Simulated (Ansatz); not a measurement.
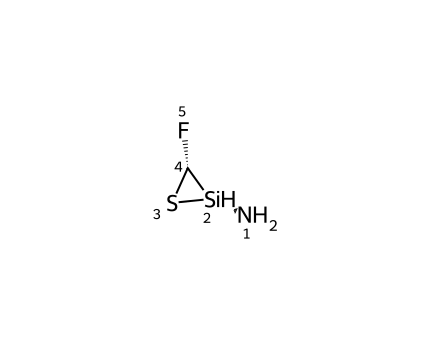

Skeletal drawing with numbered atoms; wedges and dashes mark any stereocentres. The configuration is that of a computed structure (PBE0-D4/def2-TZVP).

> Assign CIP descriptors.

Si2: R; C4: R.

> Give a SMILES with the stereochemistry.

N[Si@@H]1S[C@@H]1F
